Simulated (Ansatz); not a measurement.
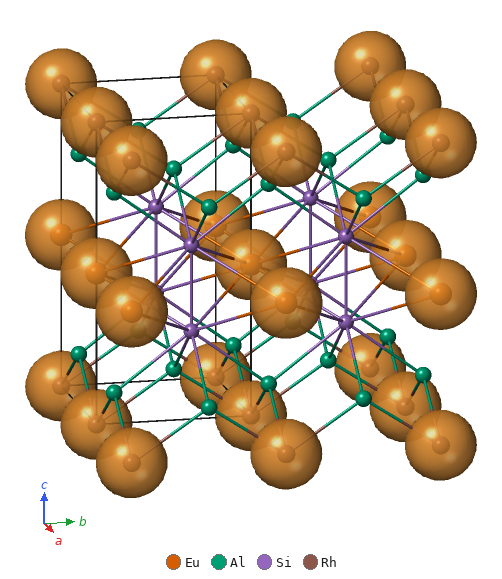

EuAl₄Si₂Rh. Isosurface of the valence pseudo-density at 1 e/Å³ (orange), seen slightly off an axis. Sticks mark near contacts.

Space group P4/mmm; no Hubbard U on the f states and no spin–orbit coupling; spin-polarised.

Computed with Ansatz 0.2.0, DFT PBE, scalar-relativistic, plane waves, PAW.

The density is the valence pseudo-density of a PAW calculation; it isn't the true density close to the nuclei.

> What does this surface tell about the bonding?

At this value the density breaks into separate islands; it holds about 45 % of the electrons treated as valence (semicore included). It bridges none of the near contacts. It is pinched off along the sampled Si–Si (2.34 Å), Al–Rh (2.52 Å), Al–Si (2.61 Å) and Eu–Si (3.19 Å) contacts. On the grid the lowest density along these lines, outside the cores, is 0.49 e/Å³ (Si–Si, 2.34 Å), 0.31 e/Å³ (Al–Rh, 2.52 Å), 0.25 e/Å³ (Al–Si, 2.61 Å) and 0.15 e/Å³ (Eu–Si, 3.19 Å).
